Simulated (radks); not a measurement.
Hf⁴⁺: atomic calculation

System: Hf⁴⁺ (Z = 72, 68 electrons) in the configuration [Xe] 4f14.
Method: scalar-relativistic Kohn-Sham, exchange-only LDA, spin-polarised, spherical densities, finite nucleus (the in-house radial solver radks).

Output:
```
1s      1   1.0000       -2397.80346171
2s      1   1.0000        -411.33026369
2p      1   3.0000        -361.58994125
3s      1   1.0000         -94.81281584
3p      1   3.0000         -79.94672782
3d      1   5.0000         -62.28997096
4s      1   1.0000         -20.22952296
4p      1   3.0000         -15.34890721
4d      1   5.0000          -9.03358398
4f      1   7.0000          -2.07095165
5s      1   1.0000          -3.90881410
5p      1   3.0000          -2.73038730
6s      1   0.0000          -1.25409651
5d      1   0.0000          -1.38100396
6p      1   0.0000          -0.96536676
5f      1   0.0000          -0.56351430
1s      2   1.0000       -2397.80346171
2s      2   1.0000        -411.33026369
2p      2   3.0000        -361.58994125
3s      2   1.0000         -94.81281584
3p      2   3.0000         -79.94672782
3d      2   5.0000         -62.28997096
4s      2   1.0000         -20.22952296
4p      2   3.0000         -15.34890721
4d      2   5.0000          -9.03358398
4f      2   7.0000          -2.07095165
5s      2   1.0000          -3.90881410
5p      2   3.0000          -2.73038730
6s      2   0.0000          -1.25409651
5d      2   0.0000          -1.38100396
6p      2   0.0000          -0.96536676
5f      2   0.0000          -0.56351430
Etot -15057.075036892284
Ekin 16494.328442767248
Encl -37058.98257318925
Eh 5797.681392717864
Exc -290.1022991881463
err 4.494743983516493e-09
it 14
```

Orbitals:

| orbital | occupation | energy (eV) | ⟨r⟩ (bohr) | outer maximum (bohr) |
| --- | --- | --- | --- | --- |
| 1s up | 1 | −65247.6 | 0.01900 | 0.0119 |
| 1s down | 1 | −65247.6 | 0.01900 | 0.0119 |
| 2s up | 1 | −11192.9 | 0.08044 | 0.0681 |
| 2s down | 1 | −11192.9 | 0.08044 | 0.0681 |
| 2p up | 3 | −9839.4 | 0.07175 | 0.0557 |
| 2p down | 3 | −9839.4 | 0.07175 | 0.0557 |
| 3s up | 1 | −2580.0 | 0.2089 | 0.192 |
| 3s down | 1 | −2580.0 | 0.2089 | 0.192 |
| 3p up | 3 | −2175.5 | 0.2087 | 0.190 |
| 3p down | 3 | −2175.5 | 0.2087 | 0.190 |
| 3d up | 5 | −1695.0 | 0.1890 | 0.155 |
| 3d down | 5 | −1695.0 | 0.1890 | 0.155 |
| 4s up | 1 | −550.473 | 0.4686 | 0.438 |
| 4s down | 1 | −550.473 | 0.4686 | 0.438 |
| 4p up | 3 | −417.665 | 0.4981 | 0.458 |
| 4p down | 3 | −417.665 | 0.4981 | 0.458 |
| 4d up | 5 | −245.816 | 0.5356 | 0.471 |
| 4d down | 5 | −245.816 | 0.5356 | 0.471 |
| 5s up | 1 | −106.364 | 1.125 | 1.01 |
| 5s down | 1 | −106.364 | 1.125 | 1.01 |
| 5p up | 3 | −74.298 | 1.308 | 1.15 |
| 5p down | 3 | −74.298 | 1.308 | 1.15 |
| 4f up | 7 | −56.353 | 0.6705 | 0.454 |
| 4f down | 7 | −56.353 | 0.6705 | 0.454 |
| 5d up | 0 | −37.579 | 1.817 | 1.53 |
| 5d down | 0 | −37.579 | 1.817 | 1.53 |
| 6s up | 0 | −34.126 | 2.599 | 2.41 |
| 6s down | 0 | −34.126 | 2.599 | 2.41 |
| 6p up | 0 | −26.269 | 3.076 | 2.86 |
| 6p down | 0 | −26.269 | 3.076 | 2.86 |
| 5f up | 0 | −15.334 | 3.732 | 3.23 |
| 5f down | 0 | −15.334 | 3.732 | 3.23 |

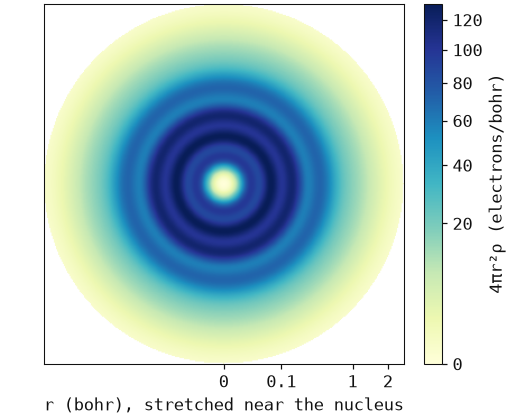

Fig. 1: The radial density 4πr²ρ as a disc about the nucleus, with the radius drawn as r to the power 0.35. There are 4 maxima, at r = 0.0129, 0.0586, 0.163 and 0.437 bohr, parted by minima at 0.0247, 0.106 and 0.310 bohr, inside which lie 1.9, 11.1 and 29.9 electrons. The configuration has 5 principal shells, so not every shell has a maximum of its own.

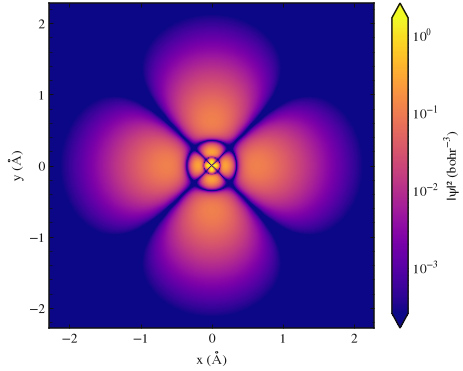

Fig. 2: The 5d(x²−y²) orbital. In the xy plane through the nucleus, the colour gives |ψ|² on a logarithmic scale. (1 bohr = 0.529 Å.) The radial function comes from the spherical calculation and is multiplied by a real spherical harmonic; the overall sign is chosen so that the largest lobe of P(r) is positive; at the scalar-relativistic level it is the large component. It has two nodal planes at 45° to x and y and 2 radial nodes, at r = 0.219 and 0.664 bohr. The outermost maximum of P² lies at 1.53 bohr, ⟨r⟩ = 1.82 bohr, 90 % of the charge lies within 2.72 bohr, and the eigenvalue is −37.6 eV (the orbital is empty).

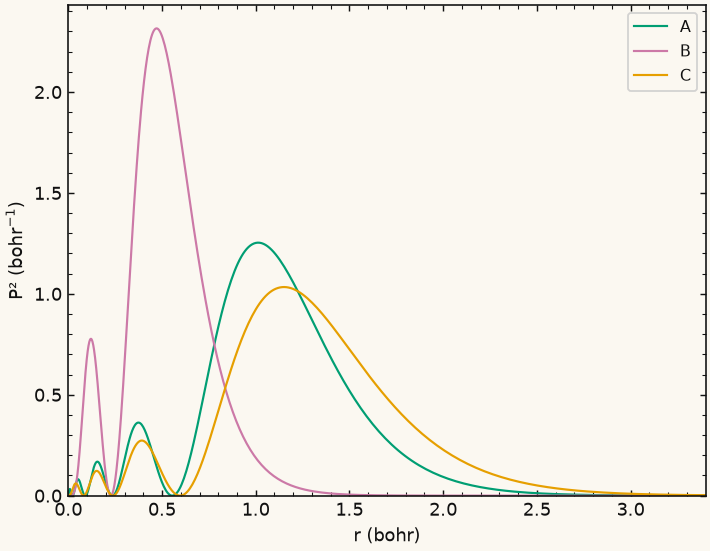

Fig. 3: The radial probability densities P² of 4d, 5s and 5p. A is 5s; B is 4d; C is 5p. 4d: outer maximum at 0.471 bohr, ⟨r⟩ = 0.536 bohr, 1 node, eigenvalue −245.8 eV; 5s: outer maximum at 1.01 bohr, ⟨r⟩ = 1.12 bohr, 4 nodes, eigenvalue −106.4 eV; 5p: outer maximum at 1.15 bohr, ⟨r⟩ = 1.31 bohr, 3 nodes, eigenvalue −74.3 eV. The innermost lobes are too small to be seen at this scale.

Input file:
```
Z 72
configuration [Xe] 4f14 6s0 5d0 6p0 5f0
relativity scalar-relativistic
functional lda,
spin polarised
nucleus finite rms 5.347 fm
c 137.035999084
```

Energies in input and log are in hartree, lengths in bohr (the nuclear radius in fm).

Results in brief:

```
                       quantity                      value
                        outcome                  converged
                   total energy        −15057.0750 hartree
                 kinetic energy         16494.3284 hartree
        electron–nucleus energy        −37058.9826 hartree
                 Hartree energy          5797.6814 hartree
    exchange–correlation energy        −290.102299 hartree
radius at density 0.001 e/bohr³                  2.89 bohr
                 SCF iterations                         14
                       hardware  1 CPU thread, shared host
                      wall time                       11 s
```
